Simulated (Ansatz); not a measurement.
CH₇FN₂Sn (SMILES N[C](N)(F)[SnH3])

Input

```
crystal:
  periodic: [false, false, false]
  atoms:
    - { symbol: "N", position_ang: [-1.3849, 0.8186, 0.1339] }
    - { symbol: C, position_ang: [-0.5006, -0.2436, 0.306] }
    - { symbol: "N", position_ang: [0.0284, -0.1903, 1.6406] }
    - { symbol: F, position_ang: [-1.0882, -1.4312, 0.1181] }
    - { symbol: Sn, position_ang: [1.102, -0.111, -1.1527] }
    - { symbol: H, position_ang: [-0.9024, 1.7774, 0.1918] }
    - { symbol: H, position_ang: [-1.7854, 0.8111, -0.847] }
    - { symbol: H, position_ang: [-0.6833, -0.3006, 2.3299] }
    - { symbol: H, position_ang: [0.6983, -0.9986, 1.8144] }
    - { symbol: H, position_ang: [1.9482, 1.4139, -0.8909] }
    - { symbol: H, position_ang: [0.417, -0.1715, -2.7285] }
    - { symbol: H, position_ang: [2.2279, -1.4295, -0.8815] }
basis:
  gaussian: { orbitals: def2-SVP }
hamiltonian:
  xc: b3lyp
  dispersion: d4
relax:
  f_tol: 0.015
  max_steps: 40
output:
  orbitals: {}
```

Command:

```sh
ansatz run input.yaml --threads 2 --pin off --max-ram 3072MiB --backend cpu --events-out ev --progress --plain --runs-dir out
```

The fields are those of the run's last geometry, not of the input's.

Core potentials replace the inner electrons of Sn.

Theory: RKS B3LYP-D4/def2-SVP in Ansatz 0.2.0.

**What can the converged electron density and electron localisation function tell about the bonding?**

C–N (1.41 Å): ρ at the midpoint is about 2.2 e/Å³; the ELF peaks at about 0.95 between the atoms (a covalent bond).
N–H (1.02 Å): ρ is about 2.8 e/Å³ halfway; the ELF climbs to about 1 towards the hydrogen, as it does in any bond to H; an ordinary covalent bond to hydrogen.

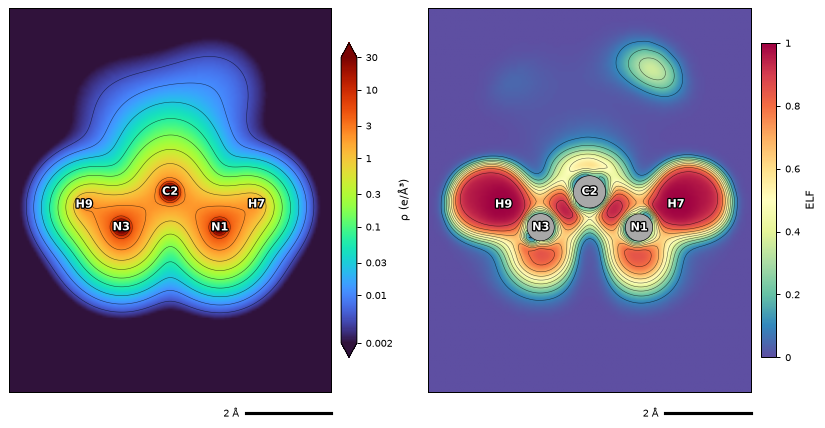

Computed electron density and electron localisation function on the plane of atoms C2, N3 and H9, in this order. Grey discs cover the atomic cores in the ELF map. 
